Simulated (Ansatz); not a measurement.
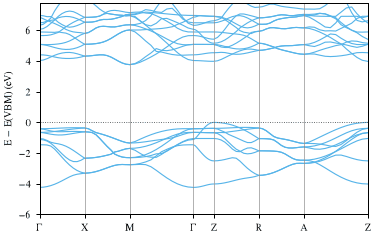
Fig. 1. Band structure from r²SCAN+D4 in the plane-wave PAW code Ansatz

Question: Read off the gap and where the band edges lie.

Answer: About 3.8 eV (3.76 eV by a search for the band edges); maximum at Z, minimum at M.

The material is CaHI in space group P4/nmm (No. 129; Ca on 2c, H on 2a, I on 2c).

The workflow started from a Materials Project entry (that database holds measured and hypothetical structures alike); the Crystallography Open Database files this formula in space group No. 129, but the cells were not matched. Whether it is the stable phase at ambient conditions was not checked. The cell was relaxed with r²SCAN+D4 under the symmetry of its start; its stability against distortions is not shown here. Scalar-relativistic: spin–orbit coupling is off unless named, which matters more the heavier the elements.

Potentials: the later of the program's two PAW sets.
